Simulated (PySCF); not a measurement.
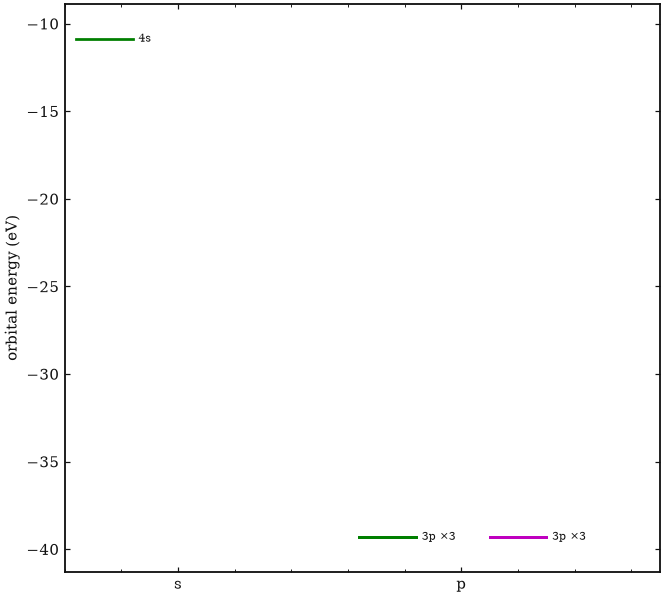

Orbital energies of the mean field, from the top down to −39.3 eV, by angular momentum, α spin at the left of each column and β at the right; ×n counts the orbitals under one label. The highest filled orbital is 4s α at −10.9 eV, the lowest empty one s β at −6.36 eV.

## Ca⁺: atomic calculation

- system: Ca⁺, configuration 1s2 2s2 2p6 3s2 3p6 4s1, multiplicity 2.
- method: unrestricted M06-2X, x2c-TZVPPall plus 1 even-tempered diffuse shell per l, spin-free X2C-1e, Gaussian nucleus (PySCF)

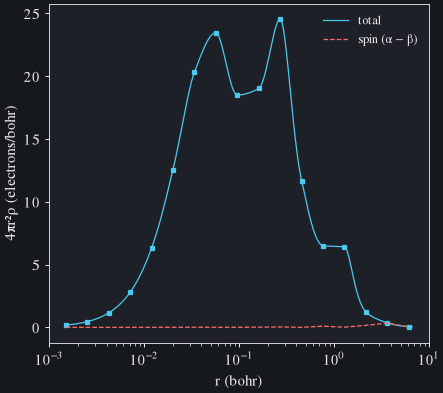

Spherically averaged radial density 4πr²ρ of the mean field and its spin part; markers are the stored points, which are sparse, and the line is a monotone interpolation between them. The largest stored value is 24.5 electrons/bohr at r = 0.27 bohr. Root-mean-square radii of the shells: 1s 0.0889, 2p 0.362, 2s 0.394, 3s 1.24, 3p 1.37, 4s 3.81 bohr.

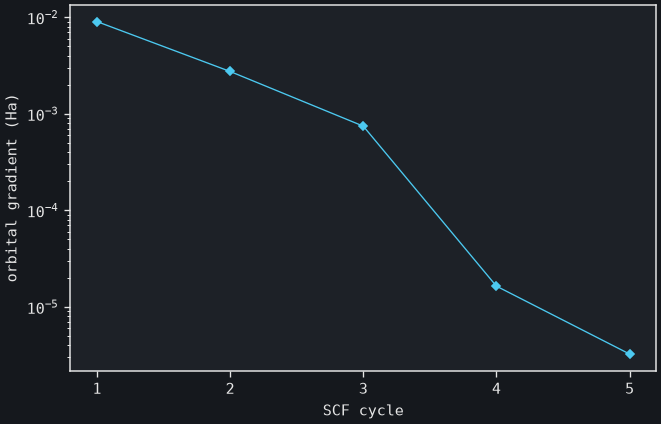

Convergence: orbital gradient against the SCF cycle. The residual falls at every step. It goes from 0.0090 to 3.2×10⁻⁶ in 5 steps.

These pictures come from the run below.

### Input
```python
from pyscf import gto, scf, dft, mp, cc
import basis_set_exchange as bse
mol = gto.M(atom="Ca 0 0 0", charge=1, spin=1, symmetry="D2h",
            basis=gto.basis.parse(bse.get_basis("x2c-TZVPPall", elements=["Ca"], fmt="nwchem", augment_diffuse=1)),
            nucmod="G")
mf = dft.UKS(mol, xc="M062X").sfx2c1e()
mf.irrep_nelec = {'Ag': (4, 3), 'B1u': (2, 2), 'B2u': (2, 2), 'B3u': (2, 2)}
mf.kernel()
```

The script is an equivalent of what the driver set up; the driver started from orbitals of its own, so the log can be shorter than this script's would be, and it computed the properties (radii, ⟨L²⟩, response) afterwards. It held the occupations shell by shell, which the script's counts by irreducible representation don't always enforce.

### Output (extracts)
```
damping factor = 0
level_shift factor = 0
DIIS = <class 'pyscf.scf.diis.CDIIS'>
diis_start_cycle = 1
diis_space = 10
diis_damp = 0
SCF conv_tol = 1e-09
SCF conv_tol_grad = None
number electrons alpha = 10  beta = 9
XC functionals = M062X
    Y. Zhao and D. G. Truhlar.,  Theor. Chem. Acc. 120, 215 (2008)
    Y. Zhao and D. G. Truhlar.,  Theor. Chem. Acc. 120, 215 (2008)
cycle= 1 E= -680.237909415539  delta_E= -0.00158  |g|= 0.009  |ddm|= 0.294
cycle= 2 E= -680.237991365641  delta_E= -8.2e-05  |g|= 0.00274  |ddm|= 0.0918
cycle= 3 E= -680.237997608705  delta_E= -6.24e-06  |g|= 0.000744  |ddm|= 0.0239
cycle= 4 E= -680.237998307503  delta_E= -6.99e-07  |g|= 1.64e-05  |ddm|= 0.0119
cycle= 5 E= -680.237998307954  delta_E= -4.5e-10  |g|= 3.25e-06  |ddm|= 0.000314
converged SCF energy = -680.237998307954  <S^2> = 0.75013901  2S+1 = 2.000139
```

### Key numbers

```
      quantity                      value
       outcome                  converged
  total energy        −680.237998 hartree
          ⟨S²⟩                      0.750
SCF iterations                          5
      hardware  1 CPU thread, shared host
      CPU time    1.4 s (integrals apart)
```
